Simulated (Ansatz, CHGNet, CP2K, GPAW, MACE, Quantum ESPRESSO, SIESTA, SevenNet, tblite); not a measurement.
# Ti3C2O2 MXene, 1 layer (61 atoms) in other programs, against a plane-wave reference

How near do other programs and methods come to a plane-wave reference for Ti3C2O2 MXene, 1 layer (61 atoms)? A plane-wave run serves as the reference.

Program: Ansatz 0.2.0. Level of theory: Kohn-Sham DFT, PBE, PAW, plane waves. Results are calculated unless marked as measured.

### Step 1. Set-up

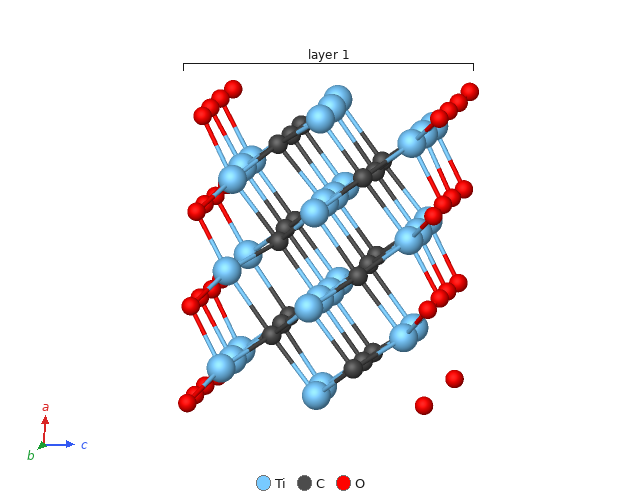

The starting structure, seen from the side, with the c axis across the page (titanium blue, carbon dark grey, oxygen red). Bonds to atoms that aren't drawn are left out. Some periodic images of atoms are drawn too.

The cell holds 61 atoms: 25 Ti, 18 C and 18 O. Its edges and angles: a = 9.120 Å, b = 9.120 Å, c = 20.900 Å, α = 90.0°, β = 90.0°, γ = 120.0°. It derives from Ti3C2O2 (Ti3C2O2 MXene). 1 layer of Ti3C2O2 MXene (a = 3.04 Å), 3 x 3 cells; 14 Å of vacuum; 2 Ti removed at random; every coordinate displaced by a Gaussian of 0.03 Å. Then every atom was moved at random, 0.03 Å r.m.s. a Cartesian component. Vacuum lies along c.

### Step 2. The reference run

The PAW files are the set soft_2.

File input.yaml:

```yaml
crystal:
  lattice:
    - [9.12, 0.0, 0.0]
    - [-4.56, 7.89815, 0.0]
    - [0.0, 0.0, 20.9]
  atoms:
    - { symbol: Ti, position: [0.99345, 0.99194, 0.50112] }
    - { symbol: C, position: [0.10953, 0.21856, 0.56017] }
    - { symbol: C, position: [0.22485, 0.11713, 0.43732] }
    - { symbol: Ti, position: [0.11343, 0.21919, 0.37722] }
    [... 51 atom lines left out ...]
    - { symbol: C, position: [0.78088, 0.89682, 0.56018] }
    - { symbol: C, position: [0.88489, 0.78081, 0.43595] }
    - { symbol: Ti, position: [0.89098, 0.77774, 0.62055] }
    - { symbol: Ti, position: [0.7708, 0.88409, 0.37974] }
    - { symbol: O, position: [0.66801, 0.66333, 0.66345] }
    - { symbol: O, position: [0.66296, 0.66511, 0.33422] }
kpoints:
  mp_grid: { grid: [1, 1, 1] }
hamiltonian:
  xc: pbe
scf:
  occupations: { method: fermi_dirac, width: 0.05 }
output:
  forces: true
  eigenvalues: true
  populations: true
```

On the command line:

```
$ ansatz run input.yaml --threads 4 --pin off --max-ram 15872MiB --backend cpu --events-out ev --progress --plain --runs-dir out
```

Numbers of over 12 decimals in the logs are rounded to 6 here.

Log:

```text
[...]
Pseudopotentials: kind: paw
Pseudopotential: Ti, paw, valence charge 12, recommended cutoff 420 eV (normal), Ti.paw.azcp
Pseudopotential: C, paw, valence charge 4, recommended cutoff 420 eV (normal), C.paw.azcp
Pseudopotential: O, paw, valence charge 6, recommended cutoff 420 eV (normal), O.paw.azcp
[... 5 lines on functional and potentials left out ...]
Crystal: 61 atoms, lattice volume = 1505.451 Å³
Basis set: ecut = 420 eV, 29385 PW (Γ), exchange–correlation on 128×128×288 points (8 copies of the dense FFT grid, shifted against one another)
Bands: 301, of which v1, the nominal top of the filled ones, is band 240 counted from 1 (239 counted from 0)
Symmetry: 1 space group operations
Space group: P1 (ITA 1), of the structure as read, at distance tolerance 1.1e-4 Å
k-points: 1
[... 7 lines on functional and potentials left out ...]
Initial density: superposition of atomic densities (neutral atoms: chi_scale 0, normalization atom), corrected by the library's trained network
Initial wavefunctions: pseudopotential atomic-orbital guess
[...]
SCF iter   1: F=—  HF=-77260.725905 eV  |F-HF|=—  |Δ(HF+E_count)|=         —  Δρ=7.59e-3  dr2=2.78e0  ethr=1.77e-3  ⟨swp⟩=6.0  Hψ=1217  notcnv=0  defer=34
preconditioner: auto → LDOS  [metal: Δε(μ)=0.056 eV  Ē_g=7.968 eV  σ=0.050 eV  W_gap=0.26  n_scr=296 (ndim 8)  ℏωp=16.0 eV  f_vac=0.556  D(μ)=24.82/eV (n_scr^D=148)  β→1.0]
[...]
SCF iter  13: F=—  HF=-77260.457982 eV  |F-HF|=—  |Δ(HF+E_count)|=   7.26e-7  Δρ=4.74e-6  dr2=5.64e-7  ethr=4.36e-10  ⟨swp⟩=2.0  Hψ=366  notcnv=0  defer=43
SCF iter  14: F=-77260.457983 eV  HF=-77260.457983 eV  |F-HF|=4.01e-7  |Δ(HF+E_count)|=   5.73e-7  Δρ=2.13e-6  dr2=9.08e-8  ethr=2.08e-11  ⟨swp⟩=13.0  Hψ=1606  notcnv=0
SCF 1 converged in 14 iterations: F = -77260.457983 eV  dr2 = 9.08e-8
[...]
SCF converged after 14 iterations
Free energy (F): -77260.457983 eV
Harris-Foulkes:  -77260.457983 eV  (|F-HF|=4.01e-7)
Internal energy: -77260.250111 eV  (E = F + TS)
E sigma→0 (E₀):  -77260.354047 eV
Entropy (-TS):   -0.207873 eV (-3.408 meV/atom)
Fermi energy:    1.082187 eV
--- Per-component energies (eV) ---
[...]
Σ components = -77260.457983   (vs F -77260.457983, Δ=0.00e0)
--- Forces (eV/Å), atoms counted from 1 ---
  atom   1  Ti     0.75337092     1.33990566     0.15915441
  atom   2  C     -0.58731380     0.56452873    -1.22223356
  atom   3  C      0.03857564    -0.84508078     2.17978899
  atom   4  Ti     1.76275553     1.69061581    -2.06908253
[...]
atom  61  O      1.86510447     1.08590207     1.73411569
  max |Σ_I F_I| component: 2.06e-4 eV/Å
--- Band table (eV) ---
  k-point 0: bands = ["-56.2404", "-56.1452", "-56.0896", "-55.9812", [... 285 levels ...], "4.2323", "4.2600", "4.2796", "4.2932", "4.3165", "4.3545", "4.4003", "4.4590", "4.5180", "4.5227", "4.5504", "4.5728"]
--- Löwdin populations: 61 sites ---
  site symbol       q [e]
     0     Ti     11.1269
     1      C      4.6677
     2      C      4.8270
[...]
60      O      6.5120
  spilling = 0.003257 (of n_electrons = 480.000000)
```

Elapsed: 21 s, on 4 threads of Arm Neoverse V1, shared host; peak memory 1.7 GiB; 80 s of CPU time.

Reading the cycles: dr2 is the Hartree energy of the density residual (eV), the measure of convergence; HF is the Harris–Foulkes estimate of the energy, which meets the free energy F at convergence.

Read from the output:

* free energy: -77260.4580 eV
* free energy per atom: -1266.5649 eV/atom
* SCF cycles: 14
* r.m.s. force component: 1.241 eV/Å
* longest force: 3.999 eV/Å
* Fermi energy: 1.082 eV
* levels partly filled by over 2 per cent: 4
* spilling of the projection: 0.003257

Neighbours are counted within 2.64 Å (Ti-C), 2.64 Å (Ti-O).

Length of the force by element and coordination:

```
element  coordination  atoms  mean length of the force (eV/Å)  spread  least  most
      C           all     18                             1.74   0.479   1.08  2.90
      C             5      6                             1.61   0.268   1.26  2.13
      C             6     12                             1.80   0.544   1.08  2.90
      O           all     18                             1.46   0.883  0.363  3.21
      O             2      6                             2.62   0.399   1.97  3.21
      O             3     12                            0.884   0.284  0.363  1.38
     Ti           all     25                             2.31    1.22  0.609  4.00
```

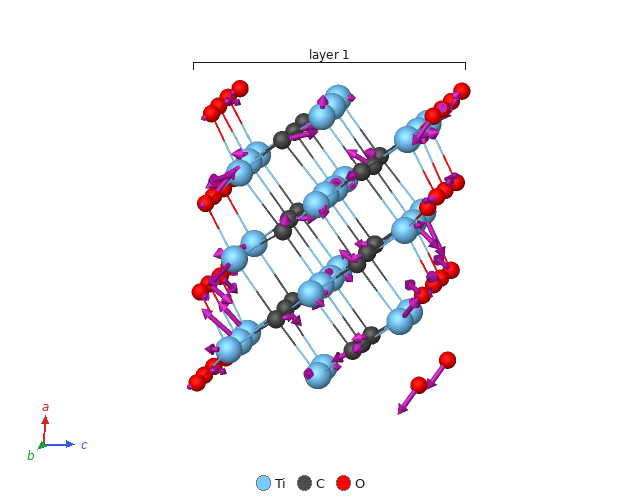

Forces as arrows; the longest in the cell is 4.00 eV/Å. Bonds to atoms that aren't drawn are left out. Some periodic images of atoms are drawn too.

Löwdin charges by element and coordination (they lack the spilled electrons, 0.026 e an atom on average):

```
element  coordination  atoms  mean charge (e)  spread   least    most
      C           all     18           -0.787  0.0777  -0.869  -0.661
      C             5      6           -0.679  0.0136  -0.704  -0.661
      C             6     12           -0.841  0.0163  -0.869  -0.817
      O           all     18           -0.553  0.0301  -0.588  -0.501
      O             2      6           -0.514  0.0074  -0.524  -0.501
      O             3     12           -0.573  0.0123  -0.588  -0.548
     Ti           all     25             1.03   0.122   0.822    1.14
```

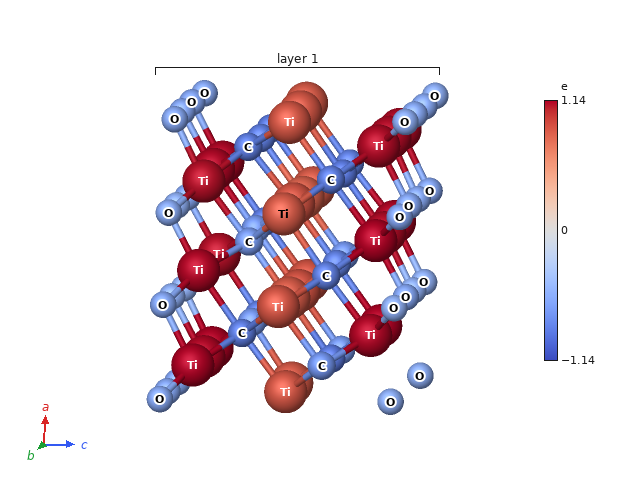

Atoms coloured by Löwdin charge. Bonds to atoms that aren't drawn are left out. Some periodic images of atoms are drawn too.

By region:

```
 region  atoms  mean length of the force (eV/Å)
layer 1     61                             1.89
```

The levels nearest the highest filled one (over half full), pooled over k-points and spins:

```
level less the highest filled one (eV)  occupation
                                -0.447           2
                                -0.374        2.00
                                -0.104        1.82
                               -0.0555        1.58
                               -0.0423        1.49
                                     0        1.11
                                 0.462           0
                                 0.584           0
                                 0.677           0
                                 0.729           0
                                 0.823           0
                                 0.893           0
```

### Step 3. What was run beside it

The programs:
- CHGNet: machine-learned potential, published weights.
- CP2K 2026.2: Gaussian basis with GTH pseudopotentials and a plane-wave density; labels give functional, basis (MOLOPT sets; SR short-range, UZH the newer set with its own potentials), grid cutoff/relative cutoff and solver (OT: orbital transformation; TRS4, TC2, SIGN: linear-scaling purification with its sparsity filter), or its built-in tight binding.
- GPAW 26.7.0: PAW with atomic orbitals (LCAO), plane waves or a real-space grid of spacing h.
- MACE: machine-learned potential, published weights.
- Quantum ESPRESSO 7.5: plane waves; labels (QE) give functional, pseudopotential set and cutoffs of waves/density.
- SIESTA 5.4.2: numerical atomic orbitals, whose automatically made sets are far from complete, with PseudoDojo norm-conserving potentials that we converted to its format (checked against plane waves on the same files for H, C, O, Si, Ge and Ca alone); labels give functional, basis size, energy shift and mesh cutoff.
- SevenNet: machine-learned potential, published weights.
- tblite 0.8.0: extended tight binding, driven from Python.

All use the same cell and atoms; the electronic-structure runs use the same k-mesh, and an electronic temperature of 580 K (0.05 eV) where levels are smeared.

Differences are against the plane-wave reference, forces as r.m.s. over components; share is that over the reference's r.m.s. force, slope the least-squares factor from reference forces to these. Total energies of different programs have different zeros and aren't compared.

```
                                                                  run  Δ force, r.m.s. (meV/Å)  share (%)  slope  cores  CPU time  memory (GiB)
                                                            reference                        -          -      -      4      80 s           1.7
                                               CHGNet 0.3.0 potential                      496       39.9  0.807      1     4.3 s          0.96
                 CP2K LDA, DZVP-MOLOPT-SR, 800/50 Ry, diagonalisation                      220       17.7  1.035      4    11 min           8.7
        CP2K PBE, DZVP-MOLOPT-SR, 400/50 Ry, diagonalisation (coarse)                     44.1       3.55  1.006      2    11 min           3.1
                 CP2K PBE, DZVP-MOLOPT-SR, 800/50 Ry, diagonalisation                     23.8       1.92  1.005      4    14 min           9.0
                 CP2K PBE, DZVP-MOLOPT-SR, 800/70 Ry, diagonalisation                     23.8       1.92  1.005      4    19 min           9.0
         CP2K PBE, SZV-MOLOPT-SR, 800/50 Ry, diagonalisation (coarse)                      278       22.4  0.967      2   7.9 min           7.2
        CP2K PBE, TZVP-MOLOPT (SR for Ti), 800/50 Ry, diagonalisation                     19.8       1.59  0.995      4    28 min           9.9
CP2K RPBE, PBE potentials, DZVP-MOLOPT-SR, 800/50 Ry, diagonalisation                     73.9       5.96  0.997      4    14 min           9.0
                                GPAW PBE, LCAO dzp, h 0.22 Å (coarse)                      171       13.8  0.948      1   6.5 min             1
                                          MACE MP-0b2 small potential                      556       44.8  0.727      1       7 s          0.67
                             QE PBE, sssp-1.3.0-efficiency, 60/480 Ry                     2.74      0.221  1.001      4    30 min           4.8
                         SIESTA PBE, DZP, shift 0.002 Ry, mesh 500 Ry                      119       9.57  0.961      2    19 min           2.4
                 SIESTA PBE, DZP, shift 0.01 Ry, mesh 100 Ry (coarse)                     82.9       6.68  0.999      1      69 s          0.42
                          SIESTA PBE, DZP, shift 0.01 Ry, mesh 500 Ry                     56.5       4.55  0.989      2   7.6 min           1.7
                  SIESTA PBE, SZ, shift 0.01 Ry, mesh 500 Ry (coarse)                      296       23.8  1.068      1   2.3 min          0.86
                          SIESTA PBE, TZP, shift 0.01 Ry, mesh 500 Ry                     27.7       2.23  0.998      2    10 min           2.0
                                                 SevenNet 0 potential                      590       47.5  0.749      1     8.4 s          0.83
                                                      tblite GFN1-xTB                      449       36.2  0.790      1       3 s          0.13
```

Rows marked coarse were listed beforehand as settings not expected to be converged; some can still land near the reference.

Times of the machine-learned potentials are mostly Python's start and the loading of weights.

CPU time is summed over cores on a shared host, where runs went side by side, so it is rough. Symmetry, cutoffs, thresholds, outputs and thread counts weren't matched or tuned between programs; memory under MPI is the largest rank's times the ranks.

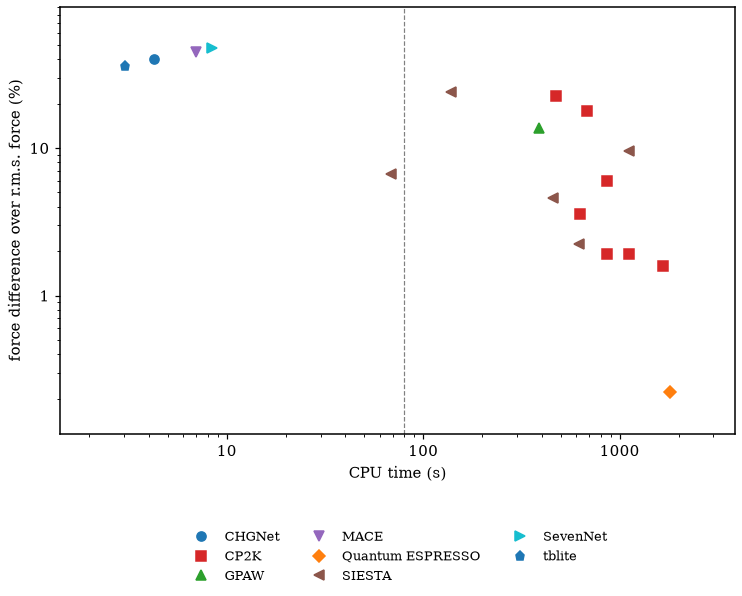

Force difference against CPU time; the dashed line marks the reference's time.

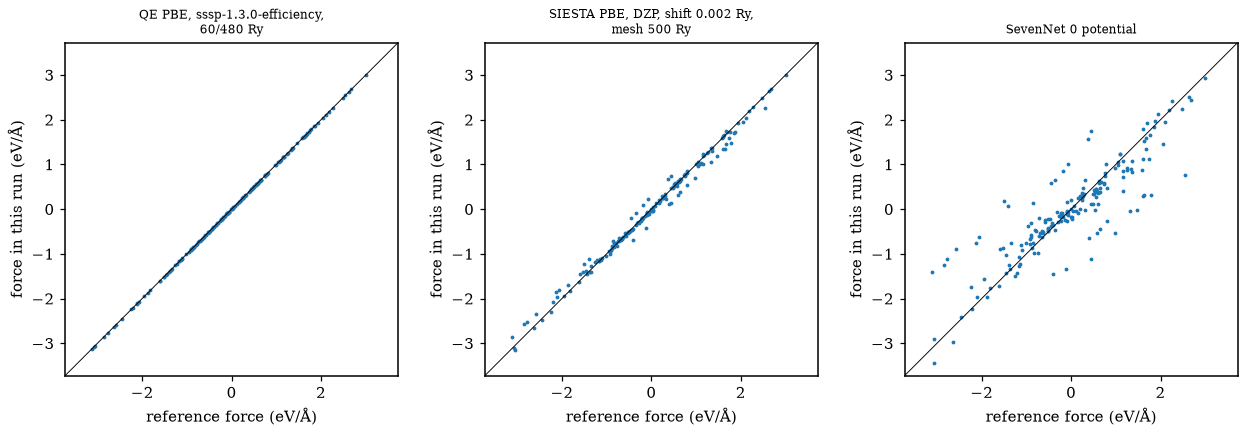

Force components against those of the reference; the line marks equality.

Runs without a result: GPAW PBE, LCAO dzp, h 0.18 Å (cut off at its time limit of 9.1 min); CP2K GFN1-xTB, diagonalisation (not converged); GPAW revPBE, LCAO dzp, h 0.18 Å (cut off at its time limit of 9.1 min); GPAW PBE, LCAO szp(dzp), h 0.18 Å (cut off at its time limit of 5.7 min).

Mean charges by element (e), by run and scheme:

```
                                                                  run     scheme     Ti      C      O
                                                            reference     Löwdin  +1.03  -0.79  -0.55
                 CP2K LDA, DZVP-MOLOPT-SR, 800/50 Ry, diagonalisation   Mulliken  +0.38  -0.09  -0.43
                 CP2K LDA, DZVP-MOLOPT-SR, 800/50 Ry, diagonalisation  Hirshfeld  +0.35  -0.25  -0.23
                 CP2K PBE, DZVP-MOLOPT-SR, 800/50 Ry, diagonalisation   Mulliken  +0.48  -0.18  -0.49
                 CP2K PBE, DZVP-MOLOPT-SR, 800/50 Ry, diagonalisation  Hirshfeld  +0.37  -0.27  -0.24
                 CP2K PBE, DZVP-MOLOPT-SR, 800/70 Ry, diagonalisation   Mulliken  +0.48  -0.18  -0.49
                 CP2K PBE, DZVP-MOLOPT-SR, 800/70 Ry, diagonalisation  Hirshfeld  +0.37  -0.27  -0.24
        CP2K PBE, TZVP-MOLOPT (SR for Ti), 800/50 Ry, diagonalisation   Mulliken  +0.38  -0.29  -0.23
        CP2K PBE, TZVP-MOLOPT (SR for Ti), 800/50 Ry, diagonalisation  Hirshfeld  +0.37  -0.27  -0.24
CP2K RPBE, PBE potentials, DZVP-MOLOPT-SR, 800/50 Ry, diagonalisation   Mulliken  +0.53  -0.22  -0.52
CP2K RPBE, PBE potentials, DZVP-MOLOPT-SR, 800/50 Ry, diagonalisation  Hirshfeld  +0.38  -0.28  -0.25
                         SIESTA PBE, DZP, shift 0.002 Ry, mesh 500 Ry  Hirshfeld  +0.36  -0.28  -0.23
                          SIESTA PBE, DZP, shift 0.01 Ry, mesh 500 Ry  Hirshfeld  +0.34  -0.26  -0.21
                          SIESTA PBE, TZP, shift 0.01 Ry, mesh 500 Ry  Hirshfeld  +0.34  -0.26  -0.22
                                                      tblite GFN1-xTB   Mulliken  +0.48  -0.20  -0.46
```

The reference's Löwdin charges lack the electrons that the projection spills, 0.026 e an atom on average.

Within one program, basis, potentials and functional, energies share a zero. Each run against its twin at the usual cutoff or grid and solver:

```
                                                 run                                        twin  Δ energy (meV/atom)  Δ force, r.m.s. (meV/Å)         CPU time over the twin's
CP2K PBE, DZVP-MOLOPT-SR, 400/50 Ry, diagonalisation  DZVP-MOLOPT-SR, 800/50 Ry, diagonalisation              -0.0633                     36.4  0.73 (this twin ran on 4 cores)
CP2K PBE, DZVP-MOLOPT-SR, 800/70 Ry, diagonalisation  DZVP-MOLOPT-SR, 800/50 Ry, diagonalisation              -3.0e-4                    0.043                              1.3
         SIESTA PBE, DZP, shift 0.01 Ry, mesh 100 Ry             DZP, shift 0.01 Ry, mesh 500 Ry                -13.3                     60.6  0.15 (this twin ran on 2 cores)
```

### Step 4. What came out

```yaml
reference_r_m_s_force_component: 1.24 eV/Å
nearest_in_forces: QE PBE, sssp-1.3.0-efficiency, 60/480 Ry, 0.22 %
farthest_in_forces: SevenNet 0 potential, 48 %
cheapest_electronic_structure_run_beside_the_reference: tblite GFN1-xTB, 3 s of CPU time
```

In words: PBE on plane waves or a grid with other potentials, cutoffs or grids, coarse settings apart, differs from the reference by 0.22 % (QE PBE, sssp-1.3.0-efficiency, 60/480 Ry) of the r.m.s. force; this holds the reference's own error, so differences of a few per cent don't tell which side is nearer the exact PBE result (QE's 60 Ry are 816 eV, against the reference's 420 eV). The PBE runs in local orbitals, coarse settings apart, differ by 1.6 % (CP2K PBE, TZVP-MOLOPT (SR for Ti), 800/50 Ry, diagonalisation) to 9.6 % (SIESTA PBE, DZP, shift 0.002 Ry, mesh 500 Ry); basis, grid and potentials can all enter. Tight binding differs by 36 % (tblite GFN1-xTB); it is another model, with fitted parameters of its own, and the xTB methods hold dispersion. Machine-learned potentials differ by 40 % (CHGNet 0.3.0 potential) to 48 % (SevenNet 0 potential); they were trained on other programs' data. The reference samples few k-points for this cell, and its sampling error, which other DFT runs on the same mesh share, can be part of so large a difference. Among those trained on PBE data the slope goes as low as 0.73, with a correlation of 0.90, so directions differ as well as sizes. Rows with another functional or a dispersion term differ by 6.0 % (CP2K RPBE, PBE potentials, DZVP-MOLOPT-SR, 800/50 Ry, diagonalisation) to 18 % (CP2K LDA, DZVP-MOLOPT-SR, 800/50 Ry, diagonalisation), which mixes the change of model with differences of basis and potentials, some of them made for another functional. Runs with settings chosen to be coarse differ by 3.6 % (CP2K PBE, DZVP-MOLOPT-SR, 400/50 Ry, diagonalisation) to 24 % (SIESTA PBE, SZ, shift 0.01 Ry, mesh 500 Ry), their programs' other errors included. One electronic-structure run takes under half the reference's CPU time: tblite GFN1-xTB, at 36 % in 3 s against 80 s. Charges hang on model, scheme and program or settings: among these rows the mean for C runs from -0.79 to -0.09 e. In the reference: levels near the Fermi energy are neither full nor empty under the smearing, so no gap is quoted. In the reference: forces differ by site in this geometry: O atoms with 2 neighbours bear 2.6 eV/Å on average, against 0.88 eV/Å for those with 3. Periodic xTB results under one method name differ between programs and library versions. Machine-learned potentials mimic data converged in k, so the reference's own k-point error enters their differences. The runs have no spin polarisation, so moments on Ti can't form, and no Hubbard term. The electronic-structure runs sample only Γ, in a cell whose shortest periodic width is 8 Å, which is coarse for a cell with partly filled levels.

[Also dropped from logs without a mark: logging warnings of Python, and SIESTA's first energy breakdown and zero terms.]

[Logs are printed without paths, hosts, clocks, repeated set-up lines and the standing remarks that a program may print on its own settings, such as how far it seeks lower states.]

[Hosts, paths, dates, database ids (printed as entryN), source tags and the programs' standing remarks are cut or masked in the printed files.]
